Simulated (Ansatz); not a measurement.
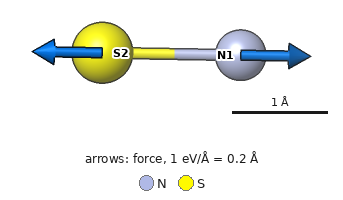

Starting geometry of NS (multiplicity 2) (coarse preliminary run) with the computed forces as blue arrows. Style: ball-and-stick. Shown at a tilt.

The start comes from a force field.

The calculation used UKS PBE-D4/def2-SVP (Ansatz 0.2.0). Settings: force threshold 0.03 eV/Å; at most 200 steps.

Question: Is this structure relaxed? If not, where do the atoms go?

Answer: It isn't relaxed: the largest force vector, on N atoms, is 3.77 eV/Å. The atoms end up moving mostly along the starting forces (cosine between the two patterns 1.00). The largest moves after the best rigid fit, 0.030 Å, are those of N1 and S2. By element the largest moves are N 0.030 Å, S 0.030 Å. Some distances before and after: N1–S2 1.463 → 1.524 Å. After 4 geometry steps the energy has fallen by 0.107 eV. The largest force component goes from 3.8 to 0.00014 eV/Å. The run took roughly 3 core-seconds on a shared host.
